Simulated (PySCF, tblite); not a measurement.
**C5H11N2Si radical: geometry, infrared bands and EPR parameters**

Aim: predict the infrared bands and EPR parameters of C5H11N2Si radical (`[H]/[C]=C\[C@@H]1CN[Si@@H](C)N1`).

Computed with tblite 0.8.0 and PySCF 2.14.0, with density-fitted response routines of our own, on a single molecule in the gas phase. Atoms count from 0, in the outputs and in this text.

### Step 1. The starting structure

19 atoms, charge 0, multiplicity 2; geometry from: force field or distance geometry start.

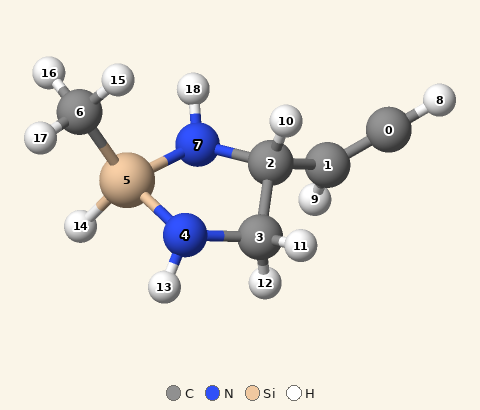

As it starts; carbon grey, nitrogen blue, silicon light orange, hydrogen white, atoms numbered.

### Step 2. Relaxing the molecule with GFN2-xTB

The job: settings as JSON, then the geometry in Å.

```
{"job": {"kind": "relax", "xc": "GFN2-xTB", "basis": "xTB"}, "charge": 0, "multiplicity": 2}
C     -3.145200    -0.946400     1.262200
C     -1.871600    -1.105000     1.142000
C     -0.968700    -0.356200     0.216700
C     -0.324500    -1.245300    -0.872600
N      0.909000    -0.548200    -1.263100
Si     1.562100     0.427200    -0.022800
C      1.868900     2.156200    -0.540900
N      0.169200     0.241900     0.947700
H     -4.201800    -0.809100     1.360100
H     -1.390900    -1.849700     1.792500
H     -1.539500     0.451200    -0.287200
H     -0.989200    -1.398200    -1.723300
H     -0.072200    -2.239600    -0.448300
H      1.606500    -1.229400    -1.570000
H      2.696100    -0.275400     0.598200
H      0.977500     2.604900    -0.980100
H      2.153200     2.785800     0.315600
H      2.676100     2.211100    -1.271800
H     -0.124700     1.133300     1.337600
```

Started as:

```bash
> OMP_NUM_THREADS=1 python probes_run.py task.json out
```

One launch serves the whole session: the jobs run in the order shown.

**Question.** This job is followed by: GFN2-xTB harmonic vibrations, gas phase; UKS B3LYP, pcH-1 on C H N Si, non-relativistic, mean-field spin-orbit, GIAO. What will the session give for the following? strongest single infrared mode (GFN2-xTB); zero-point energy (GFN2-xTB); g(iso) (B3LYP); ⟨S²⟩; largest a(iso) (averaged by class); potential on the surface of density 0.002 e/bohr³, 1st and 99th percentile.

The runs gave:

```
                                                                  quantity                  value
                                 strongest single infrared mode (GFN2-xTB)  2168 cm⁻¹, 335 km/mol
                                              zero-point energy (GFN2-xTB)          94.6 kcal/mol
                                                            g(iso) (B3LYP)                2.00227
                                                                      ⟨S²⟩     0.758 (exact 0.75)
                                        largest a(iso) (averaged by class)   13C on C0, 321.5 MHz
potential on the surface of density 0.002 e/bohr³, 1st and 99th percentile     -0.99 V and 1.50 V
```

In words: Relaxing lowered the energy by 0.697 eV in 191 steps; the close pair that moved most is Si5–C6, from 1.831 to 1.893 Å. All 51 modes are real, so the xTB geometry is a minimum. The strongest single mode, at 2168 cm⁻¹, moves mainly H14. GFN2-xTB is a fitted tight-binding method: band positions and strengths are rough. Its intensities can rank the bands wrongly. Most of the unpaired spin sits on C0 (1.01 e). The isotropic g lies 0.0 ppt below the free-electron value. These values are for one conformer; the search (at its own cheap level) found 2 more, at 0.00, 3.65 kcal/mol (those within 0.05 may be mirror or relabelled copies), and measured spectra average over such forms.
